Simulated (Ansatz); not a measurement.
Run report: Al$_{2}$H$_{2}$SeCl$_{2}$, nudged elastic band (part 1 of 2)

The run: nudged elastic band of Al$_{2}$H$_{2}$SeCl$_{2}$. Method and program: RKS PBE-D4/def2-SVP (Ansatz 0.2.0).

The run did not end well. It belongs to a series of runs on one base structure; here: band between the two ends.

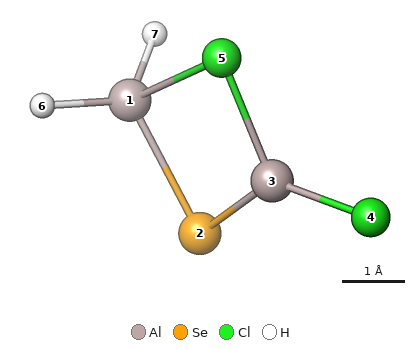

The input geometry (ball-and-stick view, seen at a tilt; atoms are numbered from 1 in the order of the input). Sticks mark near contacts. Bond lengths as drawn: Al–Cl 2.09 to 2.53 Å, Al–H 1.59 Å and Al–Se 2.24 to 2.46 Å.

The input
```yaml
crystal:
  periodic: [false, false, false]
  atoms:
    - { symbol: Al, position_ang: [-1.146687, 0.880311, 0.101788] }
    - { symbol: Se, position_ang: [-0.800436, -1.306102, 1.16712] }
    - { symbol: Al, position_ang: [1.128868, -1.127468, 0.034659] }
    - { symbol: Cl, position_ang: [2.858489, -2.273047, -0.238341] }
    - { symbol: Cl, position_ang: [1.107605, 0.792308, -1.046856] }
    - { symbol: H, position_ang: [-0.95115, 2.120243, 1.082606] }
    - { symbol: H, position_ang: [-2.135389, 0.845656, -1.146776] }
basis:
  gaussian: { orbitals: def2-SVP }
hamiltonian:
  xc: pbe
  dispersion: d4
neb:
  order_check: false
  images: 7
  f_tol: 0.05
  max_iterations: 60
  optimiser: fire
  climbing: true
  final_atoms:
    - { symbol: Al, position_ang: [-1.06328183, 0.81196059, 0.80065847] }
    - { symbol: Se, position_ang: [-1.28716696, -1.44141952, 0.65622572] }
    - { symbol: Al, position_ang: [0.67831301, -0.75367519, -0.53920239] }
    - { symbol: Cl, position_ang: [2.55926255, -1.11166037, 0.36352919] }
    - { symbol: Cl, position_ang: [0.58082778, -0.70826431, -2.65348522] }
    - { symbol: H, position_ang: [-1.75672048, 2.09350735, 1.41539496] }
    - { symbol: H, position_ang: [0.35006593, 1.04145246, -0.08892073] }
  initial_path:
    images:
      - { positions_ang: [[-1.146687, 0.880311, 0.101788], [-0.800436, -1.306102, 1.16712], [1.128868, -1.127468, 0.034659], [2.858489, -2.273047, -0.238341], [1.107605, 0.792308, -1.046856], [-0.95115, 2.120243, 1.082606], [-2.135389, 0.845656, -1.146776]] }
      - { positions_ang: [[-1.21451669, 0.89331357, 0.12323762], [-0.82796116, -1.26424085, 1.1639715], [1.13771451, -1.12009302, 0.01980929], [2.58408531, -1.55853572, -0.50766436], [1.48931761, -0.0932367, -0.72549332], [-0.96464472, 2.17805501, 1.04469917], [-2.14269486, 0.89663871, -1.16435991]] }
      - { positions_ang: [[-1.28234639, 0.90631614, 0.14468725], [-0.85548632, -1.22237971, 1.160823], [1.14656102, -1.11271805, 0.00495958], [2.30968162, -0.84402444, -0.77698772], [1.87103023, -0.9787814, -0.40413063], [-0.97813944, 2.23586703, 1.00679234], [-2.15000071, 0.94762142, -1.18194382]] }
      - { positions_ang: [[-1.35017608, 0.91931871, 0.16613687], [-0.88301149, -1.18051856, 1.15767451], [1.15540753, -1.10534307, -0.00989013], [2.03527792, -0.12951316, -1.04631109], [2.25274284, -1.8643261, -0.08276795], [-0.99163416, 2.29367904, 0.96888551], [-2.15730657, 0.99860413, -1.19952773]] }
      - { positions_ang: [[-1.41800578, 0.93232128, 0.1875865], [-0.91053665, -1.13865741, 1.15452601], [1.16425404, -1.09796809, -0.02473984], [1.76087423, 0.58499812, -1.31563445], [2.63445546, -2.7498708, 0.23859474], [-1.00512888, 2.35149106, 0.93097868], [-2.16461242, 1.04958684, -1.21711164]] }
      - { positions_ang: [[-1.32932479, 0.90223111, 0.34085449], [-1.00469423, -1.21434794, 1.02995094], [1.04276878, -1.01189487, -0.15335548], [1.96047131, 0.1608335, -0.89584354], [2.12104854, -2.23946918, -0.48442525], [-1.19302678, 2.28699513, 1.05208275], [-1.53594283, 1.04755325, -0.93506391]] }
      - { positions_ang: [[-1.2406438, 0.87214094, 0.49412249], [-1.09885181, -1.29003847, 0.90537587], [0.92128352, -0.92582164, -0.28197112], [2.16006839, -0.26333112, -0.47605263], [1.60764162, -1.72906756, -1.20744524], [-1.38092468, 2.2224992, 1.17318682], [-0.90727324, 1.04551965, -0.65301618]] }
      - { positions_ang: [[-1.15196281, 0.84205076, 0.64739048], [-1.19300938, -1.36572899, 0.78080079], [0.79979826, -0.83974842, -0.41058675], [2.35966547, -0.68749575, -0.05626172], [1.0942347, -1.21866594, -1.93046523], [-1.56882258, 2.15800328, 1.29429089], [-0.27860366, 1.04348605, -0.37096846]] }
      - { positions_ang: [[-1.06328183, 0.81196059, 0.80065847], [-1.28716696, -1.44141952, 0.65622572], [0.67831301, -0.75367519, -0.53920239], [2.55926255, -1.11166037, 0.36352919], [0.58082778, -0.70826431, -2.65348522], [-1.75672048, 2.09350735, 1.41539496], [0.35006593, 1.04145246, -0.08892073]] }
```

Run as:
```bash
ansatz run input.yaml --threads 2 --pin off --max-ram 3072MiB --backend cpu --events-out ev --progress --plain --runs-dir out
```

Log
```
Engine: ansatz 0.2.0, x86_64-unknown-linux-gnu
Functional definition: PBE
  parameter kappa = 0.804
  parameter beta = 0.06672455060314922
  exchange = pbe_x(kappa = kappa, mu = beta*pi^2/3)
  correlation = pbe_c(beta = beta)
1238 factors; their error is unknown
mean field evaluation 1: about -103578.1386 eV, gradient 2.2e1 eV
mean field evaluation 2: about -103576.8152 eV, gradient 2.9e1 eV
mean field evaluation 4: about -103579.8816 eV, gradient 1.5e0 eV
mean field evaluation 8: about -103579.8883 eV, gradient 4.2e-2 eV
mean field evaluation 16: about -103579.7390 eV, gradient 5.6e-5 eV
mean field -103579.73903983 eV, -3806.4852008448 hartree, gradient 5.6e-5 eV, S^2 0.000000; 0 other end points of the search recorded, 0 dependent functions left out
the calculation of the forces begins
reference -103579.73908113 eV, -3806.4852023628 hartree; 48, 48 occupied and 66, 66 virtual orbitals, 1238 factors
1238 factors; their error is unknown
mean field evaluation 32: about -103579.7347 eV, gradient 7.1e-5 eV
mean field -103579.73471957 eV, -3806.4850420783 hartree, gradient 3.9e-5 eV, S^2 0.000000; 0 other end points of the search recorded, 0 dependent functions left out
[... from here on the field's lines of each further geometry are left out, up to the last ...]
NEB iter   1: max|band force component| = 1.866e3 eV/Å  barrier→ = 654.9140 eV  barrier← = 654.9102 eV  Δτ_max = 0.2000 Å  (374 SCF iters)
NEB iter   2: max|band force component| = 7.516e2 eV/Å  barrier→ = 322.6322 eV  barrier← = 322.6284 eV  Δτ_max = 0.2000 Å  (219 SCF iters)
NEB iter   3: max|band force component| = 3.306e2 eV/Å  barrier→ = 167.9947 eV  barrier← = 167.9910 eV  Δτ_max = 0.2000 Å  (217 SCF iters)
NEB iter   4: max|band force component| = 1.863e2 eV/Å  barrier→ = 91.2404 eV  barrier← = 91.2367 eV  Δτ_max = 0.2000 Å  (224 SCF iters)
NEB iter   5: max|band force component| = 7.771e1 eV/Å  barrier→ = 51.2922 eV  barrier← = 51.2884 eV  Δτ_max = 0.2000 Å  (198 SCF iters)
NEB iter   6: max|band force component| = 3.317e1 eV/Å  barrier→ = 33.4075 eV  barrier← = 33.4037 eV  Δτ_max = 0.2000 Å  (230 SCF iters)
NEB iter   7: max|band force component| = 2.278e1 eV/Å  barrier→ = 21.6356 eV  barrier← = 21.6318 eV  Δτ_max = 0.2000 Å  (237 SCF iters)
NEB iter   8: max|band force component| = 1.694e1 eV/Å  barrier→ = 13.8402 eV  barrier← = 13.8365 eV  Δτ_max = 0.2000 Å  (218 SCF iters)
NEB iter   9: max|band force component| = 7.266e0 eV/Å  barrier→ = 9.8727 eV  barrier← = 9.8689 eV  Δτ_max = 0.1330 Å  (218 SCF iters)
NEB iter  10: max|band force component| = 4.206e0 eV/Å  barrier→ = 7.5247 eV  barrier← = 7.5209 eV  Δτ_max = 0.1779 Å  (213 SCF iters)
NEB iter  11: max|band force component| = 3.457e0 eV/Å  barrier→ = 6.3654 eV  barrier← = 6.3616 eV  Δτ_max = 0.2000 Å  (224 SCF iters)
NEB iter  12: max|band force component| = 2.739e0 eV/Å  barrier→ = 5.9991 eV  barrier← = 5.9954 eV  Δτ_max = 0.0395 Å  (228 SCF iters)
NEB iter  13: max|band force component| = 2.482e0 eV/Å  barrier→ = 5.8888 eV  barrier← = 5.8850 eV  Δτ_max = 0.0753 Å  (216 SCF iters)
NEB iter  14: max|band force component| = 2.029e0 eV/Å  barrier→ = 5.7282 eV  barrier← = 5.7245 eV  Δτ_max = 0.1048 Å  (217 SCF iters)
NEB iter  15: max|band force component| = 1.524e0 eV/Å  barrier→ = 5.6217 eV  barrier← = 5.6180 eV  Δτ_max = 0.1307 Å  (217 SCF iters)
NEB iter  16: max|band force component| = 1.093e0 eV/Å  barrier→ = 5.6152 eV  barrier← = 5.6115 eV  Δτ_max = 0.0211 Å  (217 SCF iters)
NEB iter  17: max|band force component| = 1.058e0 eV/Å  barrier→ = 5.5678 eV  barrier← = 5.5640 eV  Δτ_max = 0.0424 Å  (218 SCF iters)
NEB iter  18: max|band force component| = 1.094e0 eV/Å  barrier→ = 5.5304 eV  barrier← = 5.5266 eV  Δτ_max = 0.0642 Å  (221 SCF iters)
NEB iter  19: max|band force component| = 1.154e0 eV/Å  barrier→ = 5.5209 eV  barrier← = 5.5171 eV  Δτ_max = 0.0855 Å  (220 SCF iters)
NEB iter  20: max|band force component| = 1.170e0 eV/Å  barrier→ = 5.5069 eV  barrier← = 5.5031 eV  Δτ_max = 0.1047 Å  (215 SCF iters)
NEB iter  21: max|band force component| = 1.114e0 eV/Å  barrier→ = 5.4697 eV  barrier← = 5.4659 eV  Δτ_max = 0.1206 Å  (217 SCF iters)
NEB iter  22: max|band force component| = 9.947e-1 eV/Å  barrier→ = 5.4166 eV  barrier← = 5.4128 eV  Δτ_max = 0.1468 Å  (230 SCF iters)
NEB iter  23: max|band force component| = 7.559e-1 eV/Å  barrier→ = 5.3363 eV  barrier← = 5.3326 eV  Δτ_max = 0.1694 Å  (247 SCF iters)
NEB iter  24: max|band force component| = 1.110e0 eV/Å  barrier→ = 5.1853 eV  barrier← = 5.1815 eV  Δτ_max = 0.1818 Å  (257 SCF iters)
NEB iter  25: max|band force component| = 1.328e0 eV/Å  barrier→ = 4.9880 eV  barrier← = 4.9842 eV  Δτ_max = 0.2000 Å  (213 SCF iters)
NEB iter  26: max|band force component| = 1.820e0 eV/Å  barrier→ = 4.6793 eV  barrier← = 4.6756 eV  Δτ_max = 0.0636 Å  (217 SCF iters)
NEB iter  27: max|band force component| = 1.068e0 eV/Å  barrier→ = 4.5807 eV  barrier← = 4.5769 eV  Δτ_max = 0.0796 Å  (208 SCF iters)
NEB iter  28: max|band force component| = 1.251e0 eV/Å  barrier→ = 4.3745 eV  barrier← = 4.3708 eV  Δτ_max = 0.1259 Å  (204 SCF iters)
NEB iter  29: max|band force component| = 1.543e0 eV/Å  barrier→ = 3.9998 eV  barrier← = 3.9961 eV  Δτ_max = 0.1857 Å  (198 SCF iters)
NEB iter  30: max|band force component| = 1.936e0 eV/Å  barrier→ = 3.3248 eV  barrier← = 3.3211 eV  Δτ_max = 0.2000 Å  (200 SCF iters)
NEB iter  31: max|band force component| = 2.297e0 eV/Å  barrier→ = 2.4583 eV  barrier← = 2.4545 eV  Δτ_max = 0.0840 Å  (197 SCF iters)
NEB iter  32: max|band force component| = 2.261e0 eV/Å  barrier→ = 2.0781 eV  barrier← = 2.0744 eV  Δτ_max = 0.1666 Å  (207 SCF iters)
NEB iter  33: max|band force component| = 1.490e0 eV/Å  barrier→ = 1.4401 eV  barrier← = 1.4363 eV  Δτ_max = 0.2000 Å  (203 SCF iters)
NEB iter  34: max|band force component| = 2.995e0 eV/Å  barrier→ = 1.3102 eV  barrier← = 1.3064 eV  Δτ_max = 0.0315 Å  (200 SCF iters)
NEB iter  35: max|band force component| = 1.884e0 eV/Å  barrier→ = 1.1379 eV  barrier← = 1.1342 eV  Δτ_max = 0.0506 Å  (163 SCF iters)
NEB iter  36: max|band force component| = 8.379e-1 eV/Å  barrier→ = 1.0065 eV  barrier← = 1.0027 eV  Δτ_max = 0.0514 Å  (172 SCF iters)
NEB iter  37: max|band force component| = 1.148e0 eV/Å  barrier→ = 0.9996 eV  barrier← = 0.9959 eV  Δτ_max = 0.0102 Å  (174 SCF iters)
NEB iter  38: max|band force component| = 1.011e0 eV/Å  barrier→ = 0.9687 eV  barrier← = 0.9650 eV  Δτ_max = 0.0189 Å  (145 SCF iters)
NEB iter  39: max|band force component| = 7.741e-1 eV/Å  barrier→ = 0.9252 eV  barrier← = 0.9215 eV  Δτ_max = 0.0252 Å  (156 SCF iters)
NEB iter  40: max|band force component| = 7.449e-1 eV/Å  barrier→ = 0.8891 eV  barrier← = 0.8854 eV  Δτ_max = 0.0280 Å  (171 SCF iters)
NEB iter  41: max|band force component| = 8.484e-1 eV/Å  barrier→ = 0.8599 eV  barrier← = 0.8562 eV  Δτ_max = 0.0313 Å  (182 SCF iters)
NEB iter  42: max|band force component| = 9.270e-1 eV/Å  barrier→ = 0.8175 eV  barrier← = 0.8138 eV  Δτ_max = 0.0355 Å  (196 SCF iters)
NEB iter  43: max|band force component| = 6.459e-1 eV/Å  barrier→ = 0.7578 eV  barrier← = 0.7541 eV  Δτ_max = 0.0435 Å  (198 SCF iters)
NEB iter  44: max|band force component| = 4.412e-1 eV/Å  barrier→ = 0.6997 eV  barrier← = 0.6960 eV  CI = image 2  Δτ_max = 0.0522 Å  (194 SCF iters)
NEB iter  45: max|band force component| = 7.066e-1 eV/Å  barrier→ = 0.6635 eV  barrier← = 0.6598 eV  CI = image 2  Δτ_max = 0.0593 Å  (201 SCF iters)
NEB iter  46: max|band force component| = 6.597e-1 eV/Å  barrier→ = 0.6215 eV  barrier← = 0.6177 eV  CI = image 2  Δτ_max = 0.0107 Å  (200 SCF iters)
NEB iter  47: max|band force component| = 4.764e-1 eV/Å  barrier→ = 0.6087 eV  barrier← = 0.6050 eV  CI = image 2  Δτ_max = 0.0169 Å  (153 SCF iters)
NEB iter  48: max|band force component| = 4.239e-1 eV/Å  barrier→ = 0.6014 eV  barrier← = 0.5977 eV  CI = image 2  Δτ_max = 0.0245 Å  (159 SCF iters)
NEB iter  49: max|band force component| = 5.848e-1 eV/Å  barrier→ = 0.6015 eV  barrier← = 0.5977 eV  CI = image 2  Δτ_max = 0.0097 Å  (172 SCF iters)
NEB iter  50: max|band force component| = 3.686e-1 eV/Å  barrier→ = 0.5930 eV  barrier← = 0.5893 eV  CI = image 2  Δτ_max = 0.0142 Å  (154 SCF iters)
NEB iter  51: max|band force component| = 3.465e-1 eV/Å  barrier→ = 0.5885 eV  barrier← = 0.5848 eV  CI = image 2  Δτ_max = 0.0185 Å  (156 SCF iters)
NEB iter  52: max|band force component| = 4.063e-1 eV/Å  barrier→ = 0.5873 eV  barrier← = 0.5836 eV  CI = image 2  Δτ_max = 0.0233 Å  (172 SCF iters)
NEB iter  53: max|band force component| = 3.607e-1 eV/Å  barrier→ = 0.5795 eV  barrier← = 0.5757 eV  CI = image 2  Δτ_max = 0.0272 Å  (173 SCF iters)
NEB iter  54: max|band force component| = 2.221e-1 eV/Å  barrier→ = 0.5706 eV  barrier← = 0.5668 eV  CI = image 3  Δτ_max = 0.0307 Å  (189 SCF iters)
NEB iter  55: max|band force component| = 3.234e-1 eV/Å  barrier→ = 0.5693 eV  barrier← = 0.5656 eV  CI = image 3  Δτ_max = 0.0360 Å  (189 SCF iters)
NEB iter  56: max|band force component| = 3.096e-1 eV/Å  barrier→ = 0.5679 eV  barrier← = 0.5642 eV  CI = image 3  Δτ_max = 0.0401 Å  (189 SCF iters)
NEB iter  57: max|band force component| = 2.262e-1 eV/Å  barrier→ = 0.5664 eV  barrier← = 0.5627 eV  CI = image 3  Δτ_max = 0.0434 Å  (201 SCF iters)
NEB iter  58: max|band force component| = 2.630e-1 eV/Å  barrier→ = 0.5647 eV  barrier← = 0.5610 eV  CI = image 3  Δτ_max = 0.0490 Å  (202 SCF iters)
NEB iter  59: max|band force component| = 1.264e-1 eV/Å  barrier→ = 0.5627 eV  barrier← = 0.5590 eV  CI = image 3  Δτ_max = 0.0053 Å  (200 SCF iters)
the calculation of the forces begins
reference -103579.60652724 eV, -3806.4803310972 hartree; 48, 48 occupied and 66, 66 virtual orbitals, 1238 factors
these checks for a lower state are left out or cut short: starts, cluster_reference, orbital_swaps, neighbouring_geometries, increment
1238 factors; their error is unknown
mean field -103579.52881816 eV, -3806.4774753412 hartree, gradient 8.6e-5 eV, S^2 0.000000; 0 other end points of the search recorded, 0 dependent functions left out
the calculation of the forces begins
reference -103579.52885881 eV, -3806.4774768349 hartree; 48, 48 occupied and 66, 66 virtual orbitals, 1238 factors
NEB iter  60: max|band force component| = 1.205e-1 eV/Å  barrier→ = 0.5624 eV  barrier← = 0.5587 eV  CI = image 3  Δτ_max = 0.0102 Å  (147 SCF iters)
```
